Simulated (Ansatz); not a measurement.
Input file:

```
crystal:
  periodic: [false, false, false]
  atoms:
    - {symbol: Al, position_ang: [-0.245506, -1.248489, 0.249270]}
    - {symbol: Cl, position_ang: [-1.306470, -0.562904, -2.032503]}
    - {symbol: F, position_ang: [0.704929, -2.448457, -0.366909]}
    - {symbol: F, position_ang: [-1.661866, -1.712408, 0.957556]}
    - {symbol: H, position_ang: [-0.878818, 0.646314, -1.916531]}
    - {symbol: Si, position_ang: [0.703231, 0.945464, 0.732509]}
    - {symbol: H, position_ang: [0.338926, 1.859268, -0.402035]}
    - {symbol: H, position_ang: [2.188555, 0.949360, 0.812345]}
    - {symbol: H, position_ang: [0.157019, 1.571851, 1.966197]}
basis:
  gaussian: {orbitals: def2-TZVPP}
hamiltonian: {xc: pbe0, dispersion: d4}
output: {orbitals: {seedname: orbitals}}
```

Launched as:

```sh
ansatz run in.yaml --threads 4 --pin off --events-out ev --progress --plain --max-ram 9574MiB
```

The product side of a reaction path; geometry: PBE0-D4/def2-TZVP.

Level of theory: RKS PBE0-D4/def2-TZVPP in Ansatz.

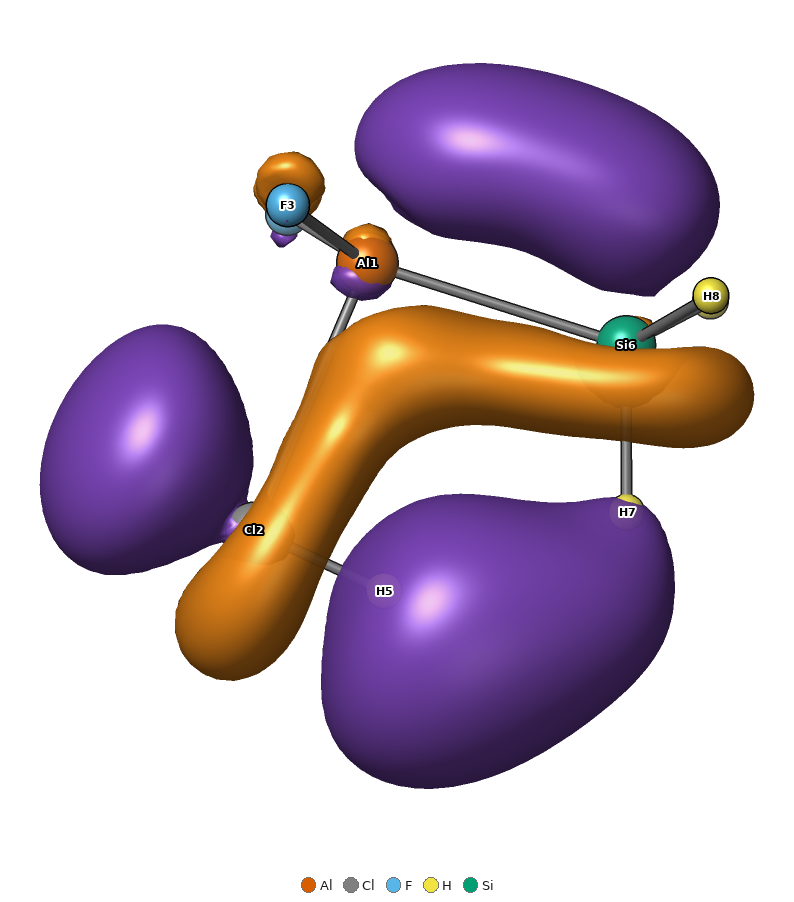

AlClF2H4Si. One frontier orbital at ±0.08 Å⁻³ᐟ² (orange and purple are the two phases), seen across its widest extent.

Question: Which orbital is it: HOMO or LUMO?

Answer: The LUMO, at −0.97 eV. Its weight (Hirshfeld) is mainly on Cl2 (about 30 %), H5 (about 30 %), Si6 (about 15 %), Al1 (about 15 %) and H7 (about 5 %).
